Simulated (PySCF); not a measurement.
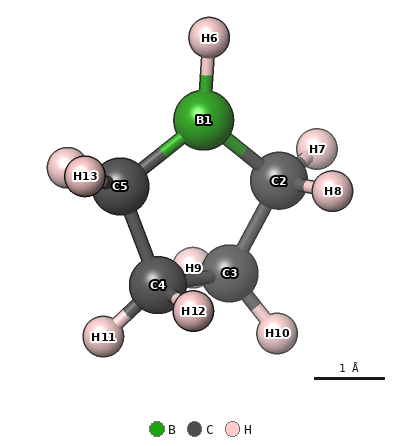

The structure (ball-and-stick view, seen at a tilt; atoms are numbered from 1 in the order of the input).

## What a change does: NMR shielding calculation on C4H9B

System: C4H9B, SMILES B1CCCC1.
Method of run 1: GIAO PBE0/6-31G NMR shielding, non-relativistic, gas phase (PySCF 2.14.0).

The geometry comes from this level: PBE0-D3(BJ)/def2-SVP. Text and figures count atoms from 1; the logs count them from 0 in places.

**The input, run 1**
```
{"job": {"kind": "nmr", "xc": "PBE0", "basis": "6-31G", "pop": true}, "charge": 0, "multiplicity": 1}
B     -0.077440     1.493782     0.057501
C     -1.261882     0.523201    -0.281576
C     -0.680247    -0.883504    -0.075800
C      0.812752    -0.750017    -0.393515
C      1.221097     0.621738     0.164406
H     -0.154709     2.692587     0.207169
H     -2.237408     0.712865     0.191607
H     -1.420536     0.712382    -1.367597
H     -0.804874    -1.174596     0.982547
H     -1.175441    -1.664613    -0.674685
H      1.409025    -1.588670     0.000322
H      0.956085    -0.752406    -1.488962
H      2.160342     1.039281    -0.229298
H      1.371684     0.551729     1.265765
```

The first line tells a small driver script what to run in PySCF; the rest is the geometry in Å.

Command:
```bash
OMP_NUM_THREADS=1 python <driver script> task.json out
```

Hardware: 1 CPU thread, shared host.

**Output (run 1)**
```
coarse grid: 11016 points
cycle   1  E = -182.4055574737  dE =  4.223e-01  |g| = 4.045e-01  |ddm| = 3.139e+00
cycle   2  E = -182.3939216862  dE =  1.164e-02  |g| = 4.570e-01  |ddm| = 9.232e-01
cycle   3  E = -182.4517128754  dE = -5.779e-02  |g| = 1.685e-02  |ddm| = 5.356e-01
cycle   4  E = -182.4517861232  dE = -7.325e-05  |g| = 8.220e-03  |ddm| = 3.661e-02
cycle   5  E = -182.4518052779  dE = -1.915e-05  |g| = 2.009e-03  |ddm| = 1.129e-02
cycle   6  E = -182.4518063450  dE = -1.067e-06  |g| = 3.811e-04  |ddm| = 2.532e-03
final grid: 104392 points
cycle   7  E = -182.4106526845  dE = -1.256e-05  |g| = 6.699e-03  |ddm| = 1.908e-02
cycle   8  E = -182.4106482628  dE =  4.422e-06  |g| = 7.876e-03  |ddm| = 1.586e-02
cycle   9  E = -182.4106652234  dE = -1.696e-05  |g| = 1.120e-04  |ddm| = 8.561e-03
cycle  10  E = -182.4106652263  dE = -2.826e-09  |g| = 6.890e-05  |ddm| = 2.383e-04
cycle  11  E = -182.4106652276  dE = -1.334e-09  |g| = 1.364e-05  |ddm| = 8.782e-05
cycle  12  E = -182.4106652276  dE = -4.661e-11  |g| = 3.613e-06  |ddm| = 1.858e-05
converged SCF energy = -182.4106652276

GIAO shielding tensors (ppm)
atom      isotropic    diamagn.    paramagn.     s11        s22        s33       span
  0 B       30.290     192.462    -162.172    -34.952      0.526    125.296    160.248
  1 C      165.032     247.735     -82.703    150.487    163.904    180.703     30.216
  2 C      170.942     243.471     -72.529    147.579    177.180    188.067     40.488
  3 C      170.900     243.213     -72.313    147.431    177.197    188.074     40.643
  4 C      165.158     248.194     -83.036    150.689    163.993    180.793     30.104
  5 H       24.034      28.692      -4.659     19.195     25.082     27.824      8.630
  6 H       30.320      29.243       1.078     25.929     28.687     36.345     10.417
  7 H       31.598      29.275       2.323     26.331     29.712     38.750     12.419
  8 H       30.904      30.164       0.741     26.169     29.237     37.307     11.137
  9 H       30.539      30.047       0.492     25.742     28.657     37.218     11.476
 10 H       30.538      29.888       0.650     25.740     28.657     37.216     11.476
 11 H       30.901      30.318       0.583     26.168     29.232     37.303     11.134
 12 H       30.321      29.372       0.950     25.932     28.677     36.355     10.424
 13 H       31.590      29.271       2.319     26.320     29.701     38.750     12.430
```

For run 2 the input was changed thus:
```diff
-"basis": "6-31G"
+"basis": "STO-3G"
```

How does run 2 compare with run 1?

The total energy of run 2 is 1319.1 kcal/mol higher, which measures the change of basis and not a stability. The HOMO goes from −8.16 to −6.91 eV. The LUMO goes from −0.30 to 2.28 eV. The dipole moment goes from 0.39 to 0.24 D. Of all shieldings, the largest change is that of C2, by +38.7 ppm. The SCF takes 10 iterations against 12. The basis functions go from 63 to 34.

**Output (run 2)**
```
coarse grid: 11016 points
cycle   1  E = -180.3060546484  dE =  3.492e-01  |g| = 2.369e-01  |ddm| = 4.445e+00
cycle   2  E = -180.3139872379  dE = -7.933e-03  |g| = 1.826e-01  |ddm| = 5.604e-01
cycle   3  E = -180.3242251857  dE = -1.024e-02  |g| = 9.766e-03  |ddm| = 2.469e-01
cycle   4  E = -180.3242540921  dE = -2.891e-05  |g| = 3.399e-03  |ddm| = 1.796e-02
cycle   5  E = -180.3242578031  dE = -3.711e-06  |g| = 5.102e-04  |ddm| = 5.104e-03
final grid: 104392 points
cycle   6  E = -180.3086217952  dE = -5.995e-06  |g| = 3.312e-03  |ddm| = 1.196e-02
cycle   7  E = -180.3086230624  dE = -1.267e-06  |g| = 2.676e-03  |ddm| = 7.971e-03
cycle   8  E = -180.3086253021  dE = -2.240e-06  |g| = 7.556e-05  |ddm| = 3.547e-03
cycle   9  E = -180.3086253041  dE = -1.977e-09  |g| = 1.895e-05  |ddm| = 1.342e-04
cycle  10  E = -180.3086253042  dE = -1.117e-10  |g| = 4.317e-06  |ddm| = 2.939e-05
converged SCF energy = -180.3086253042

GIAO shielding tensors (ppm)
atom      isotropic    diamagn.    paramagn.     s11        s22        s33       span
  0 B       34.425     198.634    -164.209    -37.542      2.622    138.195    175.737
  1 C      203.720     245.785     -42.065    197.988    199.680    213.492     15.503
  2 C      201.986     245.070     -43.084    178.814    208.352    218.791     39.976
  3 C      201.949     244.789     -42.840    178.706    208.339    218.802     40.096
  4 C      203.800     246.185     -42.385    197.989    199.814    213.596     15.606
  5 H       25.106      30.539      -5.433     20.972     26.231     28.115      7.143
  6 H       30.857      29.762       1.095     25.887     27.977     38.708     12.820
  7 H       31.758      30.423       1.335     26.047     29.532     39.696     13.649
  8 H       31.403      31.930      -0.527     26.558     28.871     38.778     12.220
  9 H       31.235      30.429       0.805     25.934     28.175     39.595     13.661
 10 H       31.232      30.463       0.769     25.930     28.174     39.592     13.662
 11 H       31.400      31.510      -0.109     26.558     28.867     38.776     12.217
 12 H       30.858      29.694       1.164     25.891     27.969     38.715     12.824
 13 H       31.751      30.857       0.894     26.034     29.527     39.693     13.659
```

**The two runs side by side**

| quantity | run 1 | run 2 |
| --- | --- | --- |
| outcome | converged | converged |
| total energy (hartree) | −182.410665 | −180.308625 |
| HOMO (eV) | −8.16 | −6.91 |
| LUMO (eV) | −0.30 | 2.28 |
| dipole moment (D) | 0.39 | 0.24 |
| shielding of B1 (ppm) | 30.3 | 34.4 |
| shielding of C2 (ppm) | 165.0 | 203.7 |
| shielding of C3 (ppm) | 170.9 | 202.0 |
| shielding of C4 (ppm) | 170.9 | 201.9 |
| shielding of C5 (ppm) | 165.2 | 203.8 |
| shielding of H6 (ppm) | 24.0 | 25.1 |
| shielding of H10 (ppm) | 30.5 | 31.2 |
| SCF iterations | 12 | 10 |
| basis functions | 63 | 34 |
| wall time (shared host) | 4.4 s | 2.3 s |
